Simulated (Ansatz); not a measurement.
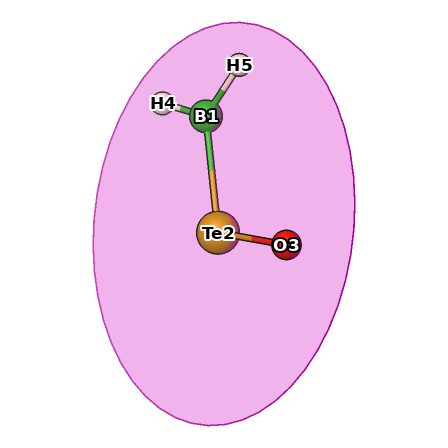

A disc through the centre of mass is drawn in. Atoms fade into the background with distance from the viewer. The species has charge −1 and is a spin singlet. The computed structure is the end point of a PBE0-D4/def2-TZVPD optimisation. No frequency run is at hand to confirm it as a minimum.

**Is the plane of the disc a mirror plane of the structure?**

Yes. The reflection leaves B1, Te2, O3, H4, H5 in place. The point group is Cs.
